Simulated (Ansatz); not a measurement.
The parent structure is KBr in the rock salt structure (space group Fm-3m, No. 225; a = 6.5491 Å). Axes: x, y, z lie along the cube axes.

It is then changed as follows: biaxial strain −1.50 %, plane normal [001], relaxed out of plane (Cartesian); in-plane vectors clamped, the third vector and the atoms free.

All numbers come from PBEsol (Ansatz, an electronic-structure program, PAW, without spin-orbit coupling).

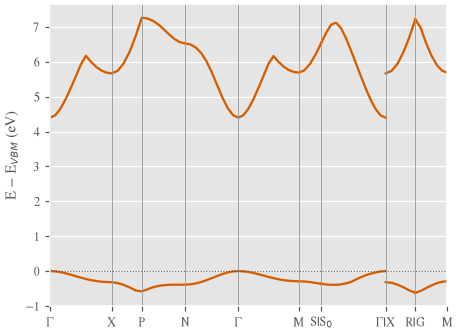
Figure. Highest valence and lowest conduction band along the path of the changed cell's own zone

Problem. Read the changed gap and its character from the plot.

Solution. About 4.4 eV, direct at Γ.

Gaps are Kohn–Sham eigenvalue differences; semilocal functionals usually give less than the measured gap. Stability against distortions was not tested. Labels are those of the standard path for the cell's own space group.
